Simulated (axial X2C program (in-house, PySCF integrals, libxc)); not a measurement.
# KLi: bond curves with and without spin–orbit coupling

What are the state, bond length, wavenumber and bond energy of KLi, and what does spin–orbit coupling change?

The runs use an in-house X2C program for linear molecules on PySCF integrals; all-electron X2C, K dyall-cv3z, Li dyall-cv3z.

All values are calculated.

### 1 The job

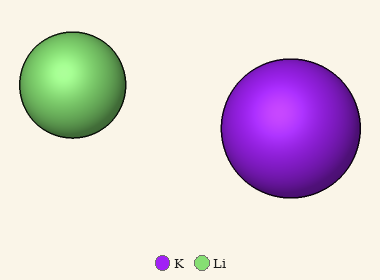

The two atoms at 3.290 Å (potassium purple, lithium green).

Contents of task.json:

```json
{"zs": [19, 3], "q": 0, "bas": ["dyall-cv3z", "dyall-cv3z"], "levels": ["PBE0", "HF", "TPSSh"], "cc": true, "r0": 3.29, "thr": -2.0, "nmax": 90, "npts": 10, "nst": 2, "ntry": 6}
```

Keys: zs atomic numbers; q charge; bas basis sets; levels methods (HF also brings MP2); cc coupled cluster on or off; r0 starting distance in Å; thr threshold in hartree for freezing inner shells (an s shell follows its p shell); nmax most natural virtual spinors; npts points asked for on the curve; nst determinants followed; ntry starts of the search.

On the command line:

```bash
> python so2c.py task.json out
```

Spin-free means the one-electron spin-free X2C Hamiltonian; two-component (2c) means X2C with spin–orbit coupling and atomic mean-field two-electron Coulomb and Gaunt terms. Basis: K dyall-cv3z contracted to [11s12p6d3f], Li dyall-cv3z contracted to [7s8p2d]; Gaussian nuclei, density fitting. Masses: K 38.964 u, Li 7.016 u.

Notation: σ, π±, δ± give the projection m of an orbital's angular momentum (0, ±1, ±2), α and β its spin, Λ and M_S the sums; ω is the projection of a spinor's total angular momentum and Ω the sum. Logs are in hartree.

The results follow Hamiltonian by Hamiltonian and level by level.

### 2 State search with PBE0

PBE0 moves the distance from 3.290 Å to 3.377 Å and compares determinants there.

Spin-free determinants:

```csv
ΔE (eV),state,open shells
0.00,"M_S = 0, Λ = 0",closed shell
0.77,"M_S = 1, Λ = 0",beyond closed shells: 2 × σα
1.21,"M_S = 1, Λ = 1","beyond closed shells: σα, π+α"
1.65,"M_S = 0, Λ = 1","beyond closed shells: σα, π+β"
3.24,"M_S = 1, Λ = 0","beyond closed shells: π+α, π-α"
3.45,"M_S = 1, Λ = 2","beyond closed shells: σα, δ+α"
3.49,"M_S = 0, Λ = 2","beyond closed shells: σα, δ+β"
```

Two-component determinants:

```csv
ΔE (eV),state,open shells
0.00,Ω = 0,closed shell
0.77,Ω = 1,excess of +ω over −ω: 2 × ω = 1/2
1.21,Ω = 2,"excess of +ω over −ω: ω = 1/2, ω = 3/2"
1.66,Ω = 1,"excess of +ω over −ω: ω = -1/2, ω = 3/2"
3.45,Ω = 3,"excess of +ω over −ω: ω = 1/2, ω = 5/2"
3.49,Ω = 2,"excess of +ω over −ω: ω = -1/2, ω = 5/2"
```

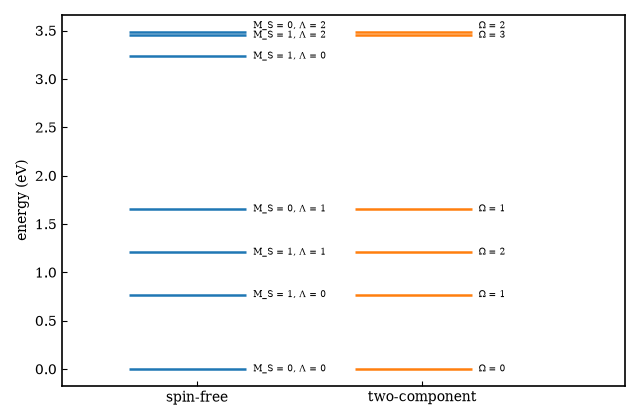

The determinants found, each set from its own lowest.

### 3 PBE0, spin-free

State followed: M_S = 0, Λ = 0 (closed shell). The scan is laid around 3.377 Å, a first estimate of the minimum, and this SCF restarts from the orbitals of the search.

The SCF at the reference distance of 3.377 Å:

```text
spin-free X2C-1e  PBE0
basis functions 139  fitting functions 552  grid points 5091
iter        total energy     max residual
   1       -609.558268621     3.14e-06
   2       -609.558268623     1.34e-06
converged
one-electron -855.02424629  Coulomb 271.84079413  exact exchange -8.65954034  xc functional -26.64719825  nuclear repulsion 8.93192213
```

Along the bond, energies from the lowest point:

| R (Å) | E (eV) | μ (D) | HOMO (eV) | LUMO (eV) | iterations |
| --- | --- | --- | --- | --- | --- |
| 2.938 | 0.1168 | -3.02 | -3.39 | -1.17 | 8 |
| 3.073 | 0.0519 | -3.11 | -3.36 | -1.20 | 8 |
| 3.174 | 0.0218 | -3.19 | -3.33 | -1.22 | 8 |
| 3.276 | 0.0052 | -3.27 | -3.31 | -1.25 | 8 |
| 3.377 | 0.0000 | -3.35 | -3.28 | -1.28 | 2 |
| 3.495 | 0.0060 | -3.44 | -3.25 | -1.31 | 8 |
| 3.613 | 0.0227 | -3.54 | -3.23 | -1.35 | 8 |
| 3.765 | 0.0563 | -3.66 | -3.20 | -1.39 | 9 |
| 3.951 | 0.1110 | -3.80 | -3.16 | -1.45 | 9 |
| 4.221 | 0.2074 | -4.00 | -3.12 | -1.54 | 9 |

Dipoles are positive if Li is the positive end.

Outer orbitals at the reference distance:

```json
{"symmetry": "π-α", "occupied": "yes", "ε (eV)": "-20.68", "atomic character": "100% K p"}
{"symmetry": "π+α", "occupied": "yes", "ε (eV)": "-20.68", "atomic character": "100% K p"}
{"symmetry": "σα", "occupied": "yes", "ε (eV)": "-20.65", "atomic character": "100% K p"}
{"symmetry": "σα", "occupied": "yes", "ε (eV)": "-3.28", "atomic character": "47% Li s, 40% K s, 7% K p"}
{"symmetry": "σα", "occupied": "no", "ε (eV)": "-1.28", "atomic character": "34% K p, 26% K s, 25% Li p"}
{"symmetry": "π-α", "occupied": "no", "ε (eV)": "-0.63", "atomic character": "50% K p, 48% Li p"}
{"symmetry": "π+α", "occupied": "no", "ε (eV)": "-0.63", "atomic character": "50% K p, 48% Li p"}
{"symmetry": "σα", "occupied": "no", "ε (eV)": "-0.27", "atomic character": "49% Li p, 26% K p, 19% K s"}
```

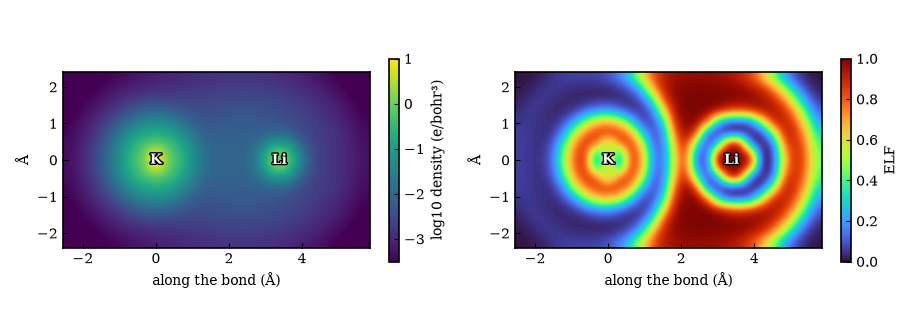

PBE0 fields in a plane through the axis, from a grid of 0.3 Å; K lies at z = 0 and Li at z = 3.377 Å; the ELF is damped to zero where the density is low.

Re = 3.378 Å, ωe = 206.9 cm⁻¹, ωexe = 1.02 cm⁻¹, Be = 0.2485 cm⁻¹, De = 0.647 eV, μ = -3.35 D.

### 4 HF, spin-free

The SCF at the reference distance of 3.377 Å:

```text
spin-free X2C-1e  HF
basis functions 139  fitting functions 552  grid points 5091
iter        total energy     max residual
   1       -608.889691382     1.10e-01
   2       -608.897089145     3.32e-03
   3       -608.897322291     4.53e-04
   4       -608.897354284     1.68e-04
   5       -608.897360077     6.74e-05
   6       -608.897361496     1.52e-05
   7       -608.897361545     3.53e-06
   8       -608.897361547     4.68e-07
   9       -608.897361547     2.04e-07
converged
one-electron -854.65555111  Coulomb 271.48407691  exact exchange -34.65780947  xc functional 0.00000000  nuclear repulsion 8.93192213
```

Re = 3.504 Å, ωe = 199.4 cm⁻¹, ωexe = 0.828 cm⁻¹, Be = 0.2309 cm⁻¹, De = -0.004 eV, μ = -4.33 D.

### 5 TPSSh, spin-free

The SCF at the reference distance of 3.377 Å:

```text
spin-free X2C-1e  TPSSh
basis functions 139  fitting functions 552  grid points 5091
iter        total energy     max residual
   1       -609.762416046     2.03e-02
   2       -609.762966738     1.50e-03
   3       -609.762950335     7.51e-04
   4       -609.763030007     3.12e-04
   5       -609.763032400     5.17e-05
   6       -609.763032801     6.04e-06
   7       -609.763032802     2.12e-06
converged
one-electron -854.98715807  Coulomb 271.81136877  exact exchange -3.46465677  xc functional -32.05450887  nuclear repulsion 8.93192213
```

Re = 3.425 Å, ωe = 199.9 cm⁻¹, ωexe = 1.01 cm⁻¹, Be = 0.2417 cm⁻¹, De = 0.787 eV, μ = -3.88 D.

### 6 MP2 and beyond, spin-free

Correlated methods: 10 electrons correlated (frozen shells, counted by type: K 2 s, 1 p; Li 1 s), 212 virtual spinors in MP2, 90 natural virtuals in coupled cluster.

Output of the correlated part at 3.377 Å:

```text
correlated 10  virtual 212  natural virtual 90  E(MP2) -0.253285618  MP2 remainder -0.005887858
iter   CCSD correlation   residual
   1     -0.266681236   1.44e-01
   2     -0.274811862   6.91e-02
   3     -0.275053740   2.12e-02
   4     -0.274695359   6.63e-03
   5     -0.274718986   2.09e-03
   6     -0.274722731   6.98e-04
   7     -0.274724107   2.56e-04
   8     -0.274723476   8.37e-05
   9     -0.274723205   3.62e-05
  10     -0.274723454   1.29e-05
  11     -0.274723506   5.40e-06
  12     -0.274723544   2.28e-06
  13     -0.274723543   9.65e-07
(T) -0.008192051  T1 0.0217  D1 0.0483  max T2 0.145
```

T1 in the output is the amplitude norm over the root of the electron number; divide by √2 for the Lee–Taylor value.

MP2: Re = 3.339 Å, ωe = 214.4 cm⁻¹, Be = 0.2543 cm⁻¹, De = 0.511 eV.

CCSD: Re = 3.349 Å, ωe = 212.0 cm⁻¹, ωexe = 1.17 cm⁻¹, Be = 0.2528 cm⁻¹, De = 0.736 eV. T1 at Re = 0.015 (Lee–Taylor, the printed value over √2).

CCSD(T): Re = 3.336 Å, ωe = 211.4 cm⁻¹, ωexe = 1.23 cm⁻¹, Be = 0.2548 cm⁻¹, De = 0.752 eV. T1 at Re = 0.015 (Lee–Taylor, the printed value over √2).

### 7 A higher determinant, spin-free

State: M_S = 1, Λ = 0 (beyond closed shells: 2 × σα).

Output at the reference distance:

```text
spin-free X2C-1e  PBE0
basis functions 139  fitting functions 552  grid points 5091
iter        total energy     max residual
   1       -609.530033654     1.06e-05
   2       -609.530033663     8.49e-06
   3       -609.530033666     2.78e-06
   4       -609.530033667     7.54e-07
converged
one-electron -854.69226695  Coulomb 271.54079257  exact exchange -8.66458524  xc functional -26.64589617  nuclear repulsion 8.93192213
```

| R (Å) | E above the lowest PBE0 point (eV) |
| --- | --- |
| 2.938 | 1.059 |
| 3.073 | 0.945 |
| 3.174 | 0.875 |
| 3.276 | 0.816 |
| 3.377 | 0.768 |
| 3.495 | 0.723 |
| 3.613 | 0.688 |
| 3.765 | 0.654 |
| 3.951 | 0.627 |

No constants are quoted: the lowest point is the long end of the scan.

### 8 The spin-free curves together

Energy (eV) of the followed determinant, spin-free, from each level's lowest point:

| R (Å) | PBE0 | HF | MP2 | CCSD | CCSD(T) | TPSSh |
| --- | --- | --- | --- | --- | --- | --- |
| 2.938 | 0.117 | 0.188 | 0.101 | n/a | n/a | 0.136 |
| 3.073 | 0.052 | 0.102 | 0.041 | 0.044 | 0.039 | 0.065 |
| 3.174 | 0.022 | 0.056 | 0.014 | 0.016 | 0.013 | 0.031 |
| 3.276 | 0.005 | 0.026 | 0.001 | 0.002 | 0.001 | 0.010 |
| 3.377 | 0.000 | 0.007 | 0.000 | 0.000 | 0.000 | 0.000 |
| 3.495 | 0.006 | 0.000 | 0.011 | 0.009 | 0.010 | 0.001 |
| 3.613 | 0.023 | 0.005 | 0.032 | 0.029 | 0.031 | 0.013 |
| 3.765 | 0.056 | 0.026 | 0.071 | 0.066 | 0.069 | 0.041 |
| 3.951 | 0.111 | 0.069 | 0.133 | n/a | n/a | 0.089 |
| 4.221 | 0.207 | 0.155 | 0.240 | n/a | n/a | 0.177 |

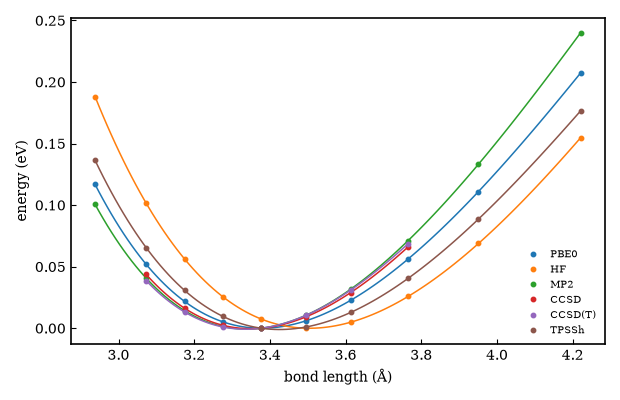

Curves of the followed state, spin-free, each from its own lowest point.

### 9 PBE0, 2c

State followed: Ω = 0 (closed shell). The scan is laid around 3.377 Å, a first estimate of the minimum, and this SCF restarts from the orbitals of the search.

The SCF at the reference distance of 3.377 Å:

```text
two-component X2C + atomic mean field  PBE0
basis functions 139  fitting functions 552  grid points 5091
iter        total energy     max residual
   1       -609.446020848     1.04e-05
   2       -609.446020852     8.61e-06
   3       -609.446020855     8.26e-07
   4       -609.446020855     3.98e-07
converged
one-electron -854.73137392  Coulomb 271.76522072  exact exchange -8.65742605  xc functional -26.64060796  nuclear repulsion 8.93192213  atomic mean-field constant -0.11375578
```

Along the bond, energies from the lowest point:

| R (Å) | E (eV) | μ (D) | HOMO (eV) | LUMO (eV) | iterations |
| --- | --- | --- | --- | --- | --- |
| 2.938 | 0.1169 | -3.01 | -3.39 | -1.17 | 8 |
| 3.073 | 0.0519 | -3.11 | -3.36 | -1.20 | 8 |
| 3.174 | 0.0218 | -3.19 | -3.33 | -1.22 | 8 |
| 3.276 | 0.0052 | -3.27 | -3.31 | -1.25 | 8 |
| 3.377 | 0.0000 | -3.35 | -3.28 | -1.28 | 4 |
| 3.495 | 0.0060 | -3.44 | -3.25 | -1.31 | 8 |
| 3.613 | 0.0227 | -3.54 | -3.23 | -1.35 | 8 |
| 3.765 | 0.0563 | -3.66 | -3.20 | -1.39 | 9 |
| 3.951 | 0.1110 | -3.80 | -3.16 | -1.45 | 9 |
| 4.221 | 0.2074 | -4.00 | -3.12 | -1.54 | 9 |

Dipoles are positive if Li is the positive end.

Outer spinors at the reference distance:

```tsv
ω	occupied	ε (eV)	atomic character	λ mixture
1/2	yes	-20.83	100% K p	72% π, 28% σ
3/2	yes	-20.59	100% K p	100% π
1/2	yes	-20.56	100% K p	72% σ, 28% π
1/2	yes	-3.28	47% Li s, 40% K s, 7% K p	100% σ
1/2	no	-1.28	34% K p, 26% K s, 25% Li p	100% σ
1/2	no	-0.63	50% K p, 48% Li p	100% π
3/2	no	-0.63	50% K p, 48% Li p	100% π
1/2	no	-0.27	49% Li p, 26% K p, 19% K s	100% σ
```

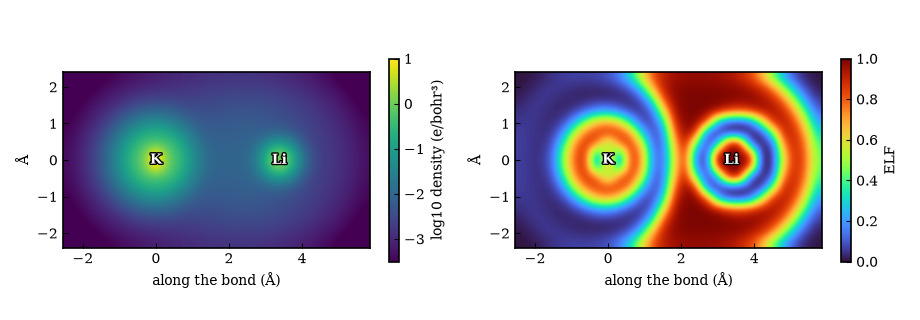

PBE0 fields in a plane through the axis, from a grid of 0.3 Å; K lies at z = 0 and Li at z = 3.377 Å; the ELF is damped to zero where the density is low.

Re = 3.378 Å, ωe = 206.9 cm⁻¹, ωexe = 1.02 cm⁻¹, Be = 0.2485 cm⁻¹, De = 0.647 eV, μ = -3.35 D.

### 10 HF, 2c

The SCF at the reference distance of 3.377 Å:

```text
two-component X2C + atomic mean field  HF
basis functions 139  fitting functions 552  grid points 5091
iter        total energy     max residual
   1       -608.777691036     1.10e-01
   2       -608.785086752     3.31e-03
   3       -608.785319948     4.53e-04
   4       -608.785351950     1.68e-04
   5       -608.785357741     6.73e-05
   6       -608.785359159     1.52e-05
   7       -608.785359207     3.53e-06
   8       -608.785359210     4.67e-07
   9       -608.785359210     2.04e-07
converged
one-electron -854.36267891  Coulomb 271.40851646  exact exchange -34.64936312  xc functional 0.00000000  nuclear repulsion 8.93192213  atomic mean-field constant -0.11375578
```

Re = 3.504 Å, ωe = 199.4 cm⁻¹, ωexe = 0.828 cm⁻¹, Be = 0.2309 cm⁻¹, De = -0.004 eV, μ = -4.32 D.

### 11 TPSSh, 2c

The SCF at the reference distance of 3.377 Å:

```text
two-component X2C + atomic mean field  TPSSh
basis functions 139  fitting functions 552  grid points 5091
iter        total energy     max residual
   1       -609.650145826     2.03e-02
   2       -609.650696825     1.50e-03
   3       -609.650680343     7.52e-04
   4       -609.650760282     3.13e-04
   5       -609.650762667     5.18e-05
   6       -609.650763069     6.07e-06
   7       -609.650763071     2.12e-06
converged
one-electron -854.69437070  Coulomb 271.73589640  exact exchange -3.46381273  xc functional -32.04664240  nuclear repulsion 8.93192213  atomic mean-field constant -0.11375578
```

Re = 3.425 Å, ωe = 199.9 cm⁻¹, ωexe = 1.01 cm⁻¹, Be = 0.2417 cm⁻¹, De = 0.787 eV, μ = -3.88 D.

### 12 MP2 and beyond, 2c

Correlated methods: 10 electrons correlated (frozen shells, counted by type: K 2 s, 1 p; Li 1 s), 212 virtual spinors in MP2, 90 natural virtuals in coupled cluster.

Output of the correlated part at 3.377 Å:

```text
correlated 10  virtual 212  natural virtual 90  E(MP2) -0.253358569  MP2 remainder -0.005889013
iter   CCSD correlation   residual
   1     -0.266751671   1.44e-01
   2     -0.274883571   6.91e-02
   3     -0.275126858   2.12e-02
   4     -0.274768166   6.64e-03
   5     -0.274791705   2.09e-03
   6     -0.274795463   6.99e-04
   7     -0.274796842   2.56e-04
   8     -0.274796212   8.38e-05
   9     -0.274795939   3.63e-05
  10     -0.274796189   1.30e-05
  11     -0.274796241   5.46e-06
  12     -0.274796279   2.32e-06
  13     -0.274796278   9.97e-07
(T) -0.008201006  T1 0.0217  D1 0.0484  max T2 0.145
```

MP2: Re = 3.339 Å, ωe = 214.4 cm⁻¹, Be = 0.2543 cm⁻¹, De = 0.511 eV.

CCSD: Re = 3.349 Å, ωe = 212.0 cm⁻¹, ωexe = 1.17 cm⁻¹, Be = 0.2528 cm⁻¹, De = 0.735 eV. T1 at Re = 0.015 (Lee–Taylor, the printed value over √2).

CCSD(T): Re = 3.336 Å, ωe = 211.4 cm⁻¹, ωexe = 1.23 cm⁻¹, Be = 0.2548 cm⁻¹, De = 0.752 eV. T1 at Re = 0.015 (Lee–Taylor, the printed value over √2).

### 13 A higher determinant, 2c

State: Ω = 1 (excess of +ω over −ω: 2 × ω = 1/2).

Output at the reference distance:

```text
two-component X2C + atomic mean field  PBE0
basis functions 139  fitting functions 552  grid points 5091
iter        total energy     max residual
   1       -609.417784748     9.37e-06
   2       -609.417784750     6.92e-06
converged
one-electron -854.39874007  Coulomb 271.46453331  exact exchange -8.66246335  xc functional -26.63928099  nuclear repulsion 8.93192213  atomic mean-field constant -0.11375578
```

| R (Å) | E above the lowest PBE0 point (eV) |
| --- | --- |
| 2.938 | 1.059 |
| 3.073 | 0.945 |
| 3.174 | 0.875 |
| 3.276 | 0.817 |
| 3.377 | 0.768 |
| 3.495 | 0.723 |
| 3.613 | 0.688 |
| 3.765 | 0.654 |
| 3.951 | 0.627 |

No constants are quoted: the lowest point is the long end of the scan.

### 14 The 2c curves together

Energy (eV) of the followed determinant, 2c, from each level's lowest point:

| R (Å) | PBE0 | HF | MP2 | CCSD | CCSD(T) | TPSSh |
| --- | --- | --- | --- | --- | --- | --- |
| 2.938 | 0.117 | 0.188 | 0.101 | n/a | n/a | 0.136 |
| 3.073 | 0.052 | 0.102 | 0.041 | 0.044 | 0.039 | 0.065 |
| 3.174 | 0.022 | 0.056 | 0.014 | 0.016 | 0.013 | 0.031 |
| 3.276 | 0.005 | 0.026 | 0.001 | 0.002 | 0.001 | 0.010 |
| 3.377 | 0.000 | 0.007 | 0.000 | 0.000 | 0.000 | 0.000 |
| 3.495 | 0.006 | 0.000 | 0.010 | 0.009 | 0.010 | 0.001 |
| 3.613 | 0.023 | 0.005 | 0.032 | 0.029 | 0.031 | 0.013 |
| 3.765 | 0.056 | 0.026 | 0.071 | 0.066 | 0.069 | 0.041 |
| 3.951 | 0.111 | 0.069 | 0.133 | n/a | n/a | 0.089 |
| 4.221 | 0.207 | 0.155 | 0.240 | n/a | n/a | 0.177 |

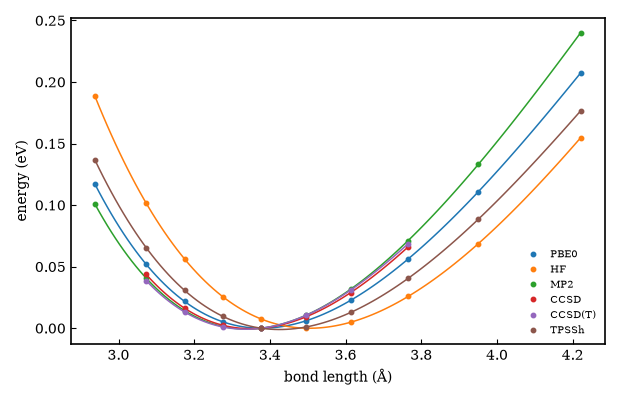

Curves of the followed state, 2c, each from its own lowest point.

The whole job took 1.7 min on 1 thread of Intel Xeon Platinum 8488C (Sapphire Rapids), shared host.

### 15 Results

Lowest determinant that the search found at its distance, spin-free: M_S = 0, Λ = 0 (closed shell).

Lowest determinant that the search found at its distance, 2c: Ω = 0 (closed shell).

| Hamiltonian | level | Re (Å) | ωe (cm⁻¹) | De (eV) | μ (D) |
| --- | --- | --- | --- | --- | --- |
| spin-free | PBE0 | 3.378 | 206.9 | 0.647 | -3.35 |
| spin-free | HF | 3.504 | 199.4 | -0.004 | -4.33 |
| spin-free | MP2 | 3.339 | 214.4 | 0.511 | n/a |
| spin-free | CCSD | 3.349 | 212.0 | 0.736 | n/a |
| spin-free | CCSD(T) | 3.336 | 211.4 | 0.752 | n/a |
| spin-free | TPSSh | 3.425 | 199.9 | 0.787 | -3.88 |
| 2c | PBE0 | 3.378 | 206.9 | 0.647 | -3.35 |
| 2c | HF | 3.504 | 199.4 | -0.004 | -4.32 |
| 2c | MP2 | 3.339 | 214.4 | 0.511 | n/a |
| 2c | CCSD | 3.349 | 212.0 | 0.735 | n/a |
| 2c | CCSD(T) | 3.336 | 211.4 | 0.752 | n/a |
| 2c | TPSSh | 3.425 | 199.9 | 0.787 | -3.88 |

Dipoles are positive if Li is the positive end.

Time per point (s) on 1 thread of Intel Xeon Platinum 8488C (Sapphire Rapids), shared host (2c runs; CCSD comes with the CCSD(T) run); the times are rough: PBE0 0.24, HF 0.084, MP2 0.2, CCSD(T) 4.5, TPSSh 0.48.

At CCSD(T), going from spin-free to two-component changes Re by 0 mÅ, ωe by 0.0 %; the spin-free picture holds up (part of it comes from the scalar share of the two-electron terms). De moves by 0.00 eV; both De rest on single-determinant atoms, which can miss part of an open shell's spin–orbit lowering. De is negative at HF: there the minimum lies above the ground-state fragments.

De refers to K + Li, each in the lowest determinant found, which need not be this curve's own limit. The state is a single determinant with fixed occupations, the lowest that a limited PBE0 search found. The closed shell is kept restricted; where the fragments are open shells, the energy then runs too high at long range. Dissociation energies refer to the lowest single-determinant-based atoms at the same level and basis. CCSD and (T) use frozen natural virtuals with an MP2 correction for the truncation. The meta-GGAs lack a current-density term, which matters for open shells with orbital currents, atoms included.
